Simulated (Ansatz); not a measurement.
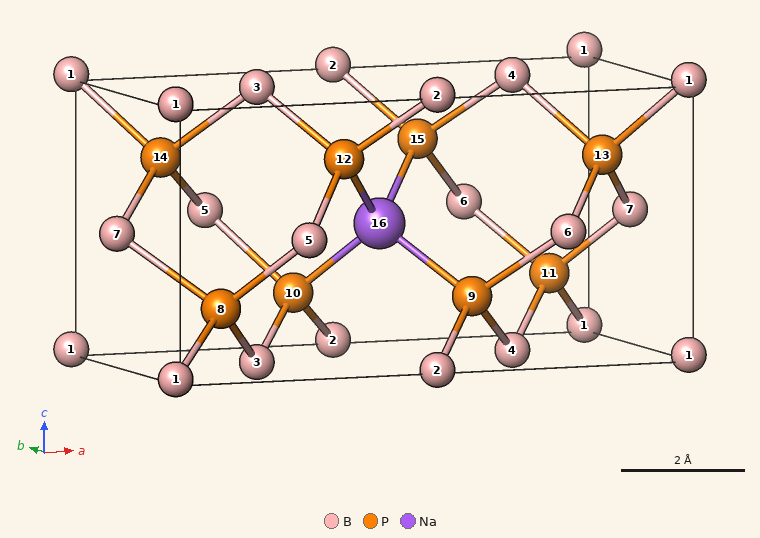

Figure 1. The input geometry (ball-and-stick view of the cell of the calculation, seen slightly off an axis; atoms are numbered from 1 in the order of the input). Near neighbours in the crystal (not all of them lie inside the picture): B has 4 P at 1.71 to 2.13 Å; P has 4 B at 1.76 to 2.13 Å; P has 3 B at 1.71 to 2.13 Å and 1 Na at 1.93 to 2.02 Å; Na has 4 P at 1.93 to 2.02 Å.

# Single-point calculation, with input and output: NaB₇P₈ (charge −2)

- system: NaB₇P₈ (defect cell, 16 atoms in the cell, total charge −2)
- method: DFT, PBEsol, PAW, plane waves (Ansatz 0.2.0)

Figures and captions count atoms from 1; the log counts them from 0 in places.

**The program's output**
```
Pseudopotentials: kind: paw
Functional definition: PBEsol
  exchange = pbesol_x
  correlation = pbesol_c
Crystal: 16 atoms, lattice volume = 184.714 Å³
Basis set: ecut = 420 eV, 3639 PW (Γ), exchange–correlation on 128×64×64 points (8 copies of the dense FFT grid, shifted against one another)
Bands: 52, of which v1, the nominal top of the filled ones, is band 36 counted from 1 (35 counted from 0)
Symmetry: 1 space group operations
Space group: P1 (ITA 1), of the structure as read, at distance tolerance 5.7e-5 Å
k-points: 4 of 8 (time reversal used)
Non-local potential: B, projectors of the file, l = 0: 2, l = 1: 2, l = 2: 1
Non-local potential: P, projectors of the file, l = 0: 2, l = 1: 2, l = 2: 2
Non-local potential: Na, projectors of the file, l = 0: 3, l = 1: 2, l = 2: 1
PAW form: soft (Blöchl's): semilocal exchange-correlation on the pseudo side does not see the compensation charge
PAW frozen core: B, regenerated for the run's functional, and the local potential with it (the file was generated under x = pbe(κ = 0.804, μ = 0.2195149727645171), c = pbe(β = 0.06672455060314922))
PAW frozen core: P, regenerated for the run's functional, and the local potential with it (the file was generated under x = pbe(κ = 0.804, μ = 0.2195149727645171), c = pbe(β = 0.06672455060314922))
PAW frozen core: Na, regenerated for the run's functional, and the local potential with it (the file was generated under x = pbe(κ = 0.804, μ = 0.2195149727645171), c = pbe(β = 0.06672455060314922))
PAW one-centre angular grid: B, 110 points (default); XC on 64 Gauss nodes
PAW one-centre angular grid: P, 110 points (default); XC on 64 Gauss nodes
PAW one-centre angular grid: Na, 110 points (default); XC on 64 Gauss nodes
Initial density: superposition of atomic densities (neutral atoms scaled as one to the charged cell's electrons: chi_scale 0, normalization atom), corrected by the library's trained network
Initial wavefunctions: pseudopotential atomic-orbital guess
Functional: x = pbesol(κ = 0.804, μ = 0.12345679012345678), c = pbesol(β = 0.046)
SCF iter   1: F=—  HF=-8438.557576 eV  |F-HF|=—  |Δ(HF+E_count)|=         —  Δρ=3.66e-2  dr2=2.43e0  ethr=1.77e-3  ⟨swp⟩=8.2  Hψ=1095  notcnv=0  defer=5
preconditioner: auto → Resta (q_TF=auto, 2.332 Å⁻¹)  ε∞=4.9  [insulator: Δε(μ)=0.663 eV  Ē_g=11.541 eV  σ=0.010 eV  W_gap=1.00  n_scr=38 (ndim 8)  ℏωp=22.9 eV  f_vac=0.000  D(μ)=0.00/eV (n_scr^D=0)  ε∞_Penn≈4.9]
SCF iter   2: F=—  HF=-8437.649591 eV  |F-HF|=—  |Δ(HF+E_count)|=   9.08e-1  Δρ=1.30e-2  dr2=3.75e-1  ethr=1.77e-3  ⟨swp⟩=2.0  Hψ=410  notcnv=0  defer=38
SCF iter   3: F=—  HF=-8437.495764 eV  |F-HF|=—  |Δ(HF+E_count)|=   1.54e-1  Δρ=4.62e-3  dr2=5.40e-2  ethr=5.21e-4  ⟨swp⟩=2.0  Hψ=336  notcnv=0  defer=38
SCF iter   4: F=—  HF=-8437.476075 eV  |F-HF|=—  |Δ(HF+E_count)|=   1.97e-2  Δρ=1.09e-3  dr2=6.75e-3  ethr=7.50e-5  ⟨swp⟩=2.5  Hψ=347  notcnv=0  defer=38
SCF iter   5: F=—  HF=-8437.475207 eV  |F-HF|=—  |Δ(HF+E_count)|=   8.68e-4  Δρ=4.04e-4  dr2=1.73e-4  ethr=9.38e-6  ⟨swp⟩=2.5  Hψ=251  notcnv=0  defer=38
SCF iter   6: F=—  HF=-8437.475246 eV  |F-HF|=—  |Δ(HF+E_count)|=   3.85e-5  Δρ=9.04e-5  dr2=1.51e-5  ethr=2.41e-7  ⟨swp⟩=2.0  Hψ=314  notcnv=0  defer=38
SCF iter   7: F=—  HF=-8437.475262 eV  |F-HF|=—  |Δ(HF+E_count)|=   1.64e-5  Δρ=1.60e-5  dr2=5.88e-7  ethr=2.09e-8  ⟨swp⟩=3.0  Hψ=348  notcnv=0  defer=38
SCF iter   8: F=-8437.475262 eV  HF=-8437.475262 eV  |F-HF|=5.72e-8  |Δ(HF+E_count)|=   1.85e-7  Δρ=4.28e-6  dr2=8.57e-8  ethr=1.39e-10  ⟨swp⟩=20.5  Hψ=1730  notcnv=0
SCF 1 converged in 8 iterations: F = -8437.475262 eV  dr2 = 8.57e-8
  greatest PAW one-centre occupation: 1.019 electrons in one spin orbital (limit 2), on the Na atom at site 15 (counted from 0), in its partial waves of l = 1
SCF converged after 8 iterations
Free energy (F): -8437.475262 eV
Harris-Foulkes:  -8437.475262 eV  (|F-HF|=5.72e-8)
Internal energy: -8437.475262 eV  (E = F + TS)
E sigma→0 (E₀):  -8437.475262 eV
Fermi energy:    10.901306 eV
--- Per-component energies (eV) ---
  E_band       = 47.694545
  E_kinetic    = 1106.484400
  E_local      = -2022.339088  (includes V_loc(G=0)·N_el)
  E_nonlocal   = 488.681195
  E_hartree    = 722.871861
  E_xc         = -789.848451
  E_vxc        = -853.067167  (∫ρ·V_xc dr)
  E_paw        = -5217.247679  (= ΣΔE_a)
  E_vpaw       = -117.808007  (= ΣTr[D̂ρ^β])
  E_aug_tail   = -0.000011  (compensation charges beyond the density's cutoff)
  E_ewald      = -2726.603928
  E_core_change = 0.526439  (= ΣΔE_core)
  E_smearing   = -0.000000  (= −TS)
  E_closure    = -0.000000  (closes the sum)
  E_deformation_potential = -33.904757  (in the stress; not in F)
  Σ components = -8437.475262   (vs F -8437.475262, Δ=0.00e0)
--- Forces (eV/Å), atoms counted from 1 ---
  atom   1  B      0.32595940    -1.24309492    -1.62983045
  atom   2  B     -0.91468607    -0.84918326    -0.33004030
  atom   3  B     -3.28900276    -1.71545687    -3.65667352
  atom   4  B     -1.65205815    -1.75141624    -2.78065392
  atom   5  B     -1.49101376    -1.62281016    -0.96826892
  atom   6  B     -1.74228625    -0.48763838     0.18710394
  atom   7  B      4.13056867    -0.93124454     0.15502275
  atom   8  P     -1.54121400    -0.15457214     1.73473750
  atom   9  P      6.05978070    -5.27205067    -3.40522373
  atom  10  P     -2.33554023     8.79291343    -1.97899236
  atom  11  P      1.03573866     5.20372104    -0.09106652
  atom  12  P     -2.91937465    -3.93578480     4.75770988
  atom  13  P     -1.07258683    -1.84276057     2.25867799
  atom  14  P      0.04810903     0.99235154     0.44338988
  atom  15  P      5.12224735     4.82163625     3.21948006
  atom  16  Na     0.23520647    -0.00462101     2.08464299
  max |Σ_I F_I| component: 1.52e-4 eV/Å
--- Charged-cell corrections in eV (Makov–Payne, q = -2.000 e, ε = 11.000) ---
  F (periodic)     = -8437.475262  (uncorrected; the corrections below are reported, never added to it)
  E_corr1          = +1.045953  (monopole, q²α_M/2εL)
  F Makov-Payne    = -8436.429309  (F + E_corr1; no measured alignment; for a localised charge, not one spread in a band: unchecked)
--- Band table (eV) ---
  k-point 0: bands = ["-42.0159", "-14.4421", "-14.3945", "-14.2832", "-5.2735", "-4.3613", "-2.9173", "-2.7055", "-2.2495", "-1.9129", "-1.5108", "-0.8376", "1.0519", "1.4885", "1.9257", "2.2143", "2.6595", "3.3257", "3.6854", "4.1701", "4.3063", "4.6019", "4.9757", "5.5845", "5.7576", "5.9829", "6.1462", "6.7432", "6.8763", "7.0681", "7.3939", "7.6624", "8.4657", "8.7445", "9.3600", "10.5192", "11.4392", "11.9441", "12.1624", "12.3500", "12.6057", "13.2911", "13.5472", "13.9144", "14.0316", "14.3026", "14.4886", "14.7201", "14.9671", "15.3876", "15.5910", "16.0686"]
  k-point 1: bands = ["-42.0159", "-14.4427", "-14.3942", "-14.2830", "-5.2753", "-4.3495", "-3.0479", "-2.5321", "-2.4249", "-1.5541", "-1.4539", "-1.1256", "0.9888", "1.4527", "1.8410", "2.2059", "2.5284", "3.3892", "3.8709", "4.0966", "4.5028", "4.8508", "5.0739", "5.5165", "5.8842", "6.0164", "6.1698", "6.4312", "6.6810", "6.8284", "7.4667", "7.8138", "8.3687", "9.0013", "9.5963", "10.2214", "11.3316", "11.8061", "12.0269", "12.3351", "12.5494", "13.0899", "13.4781", "13.8322", "13.9895", "14.3398", "14.5690", "14.9324", "15.0926", "15.6523", "15.7446", "16.0328"]
  k-point 2: bands = ["-42.0159", "-14.4427", "-14.3942", "-14.2830", "-5.2741", "-4.3585", "-2.9490", "-2.7070", "-2.3294", "-1.6333", "-1.4428", "-1.0616", "1.0028", "1.4444", "1.8158", "2.2012", "2.5208", "3.4421", "3.7765", "4.2196", "4.6559", "4.7439", "4.9685", "5.5070", "5.7587", "5.9032", "6.1237", "6.6295", "6.7683", "7.0593", "7.4391", "7.6589", "8.2614", "9.1309", "9.5490", "10.1782", "11.3572", "11.6556", "12.1322", "12.2770", "12.7232", "13.1527", "13.3427", "13.9766", "14.1138", "14.2810", "14.6496", "14.7311", "15.0567", "15.4366", "15.7562", "15.8796"]
  k-point 3: bands = ["-42.0159", "-14.4421", "-14.3945", "-14.2832", "-5.2780", "-4.3370", "-3.0352", "-2.6061", "-2.2801", "-1.9844", "-1.2633", "-0.9469", "1.0278", "1.5412", "1.6213", "2.4604", "2.5923", "3.1515", "3.7965", "4.3283", "4.4801", "4.8032", "5.0932", "5.3832", "5.6089", "5.7616", "6.0907", "6.7059", "6.7265", "7.3062", "7.4052", "7.6173", "8.4862", "8.6563", "9.5150", "10.5269", "11.2719", "11.8944", "12.2457", "12.5035", "12.8385", "13.2001", "13.4926", "13.7911", "14.0494", "14.4762", "14.7159", "14.8919", "15.0419", "15.2022", "15.5165", "15.7925"]
--- Löwdin populations: 16 sites ---
  site symbol       q [e]
     0      B      3.7149
     1      B      3.7034
     2      B      3.7948
     3      B      3.7851
     4      B      3.7169
     5      B      3.6989
     6      B      3.8503
     7      P      4.3315
     8      P      4.8786
     9      P      4.8561
    10      P      4.2201
    11      P      4.8328
    12      P      4.2969
    13      P      4.4523
    14      P      4.9288
    15     Na      8.3232
  spilling = 0.008549 (of n_electrons = 72.000000)
```

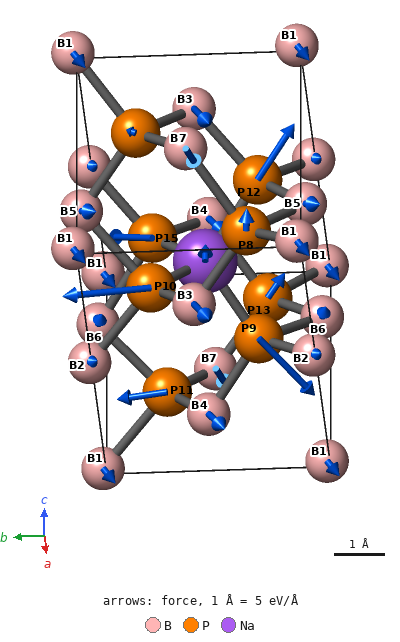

Figure 2. Forces on the atoms as blue arrows (ball-and-stick view of the cell of the calculation, seen at an oblique angle; atoms are numbered from 1 in the order of the input). The largest act on P10 (9.31 eV/Å); P9 (8.72 eV/Å); P15 (7.74 eV/Å); P12 (6.83 eV/Å), among others. 

The run was set up as follows.

**Input file**
```yaml
crystal:
  lattice:
    - [9.040378, 0.000000, 0.000000]
    - [0.000000, 4.520189, 0.000000]
    - [0.000000, 0.000000, 4.520189]
  atoms:
    - { symbol: B, position: [0.994351, 0.015524, 0.022680] }
    - { symbol: B, position: [0.503346, 0.009771, 0.012602] }
    - { symbol: B, position: [0.253019, 0.509579, 0.008638] }
    - { symbol: B, position: [0.751345, 0.511104, 0.008231] }
    - { symbol: B, position: [0.254505, 0.013150, 0.505387] }
    - { symbol: B, position: [0.757602, 0.004906, 0.493156] }
    - { symbol: B, position: [0.980783, 0.510782, 0.499008] }
    - { symbol: P, position: [0.132413, 0.260428, 0.240313] }
    - { symbol: P, position: [0.623783, 0.269920, 0.241687] }
    - { symbol: P, position: [0.366338, 0.717907, 0.228263] }
    - { symbol: P, position: [0.864253, 0.711330, 0.255708] }
    - { symbol: P, position: [0.368477, 0.241484, 0.765336] }
    - { symbol: P, position: [0.876388, 0.264636, 0.733741] }
    - { symbol: P, position: [0.114742, 0.751973, 0.738066] }
    - { symbol: P, position: [0.614073, 0.744231, 0.762852] }
    - { symbol: Na, position: [0.488345, 0.491189, 0.493901] }
kpoints:
  mp_grid: { grid: [2, 2, 2], shift: [0.5, 0.5, 0.5] }
hamiltonian:
  xc: pbesol
total_charge: -2
scf:
  occupations: { method: fermi_dirac, width: 0.01 }
output:
  forces: true
  eigenvalues: true
  populations: true
  charged_corrections: { epsilon: 11 }
  write_density: true
  write_potential: true
  elf: true
  volumetric_format: npy
```

Run as:
```bash
ansatz run in.yaml --threads 8 --pin off --max-ram 13300MiB --runs-dir r --events-out ev --progress --plain
```

**Key numbers**

```json
{"quantity": "outcome", "value": "converged"}
{"quantity": "electrons treated", "value": "72"}
{"quantity": "free energy", "value": "−8437.4753 eV"}
{"quantity": "Fermi energy", "value": "10.901 eV"}
{"quantity": "largest force (length of the vector)", "value": "9.311 eV/Å"}
{"quantity": "hardware", "value": "8 threads of Intel Xeon @ 2.50GHz, 14 GiB of memory available, shared host"}
{"quantity": "wall time", "value": "1.6 s (CPU time 8.7 s)"}
{"quantity": "peak memory", "value": "0.56 GiB"}
```

**Notes**

The k-point mesh is coarse for a cell of this size, so the results may not be converged.
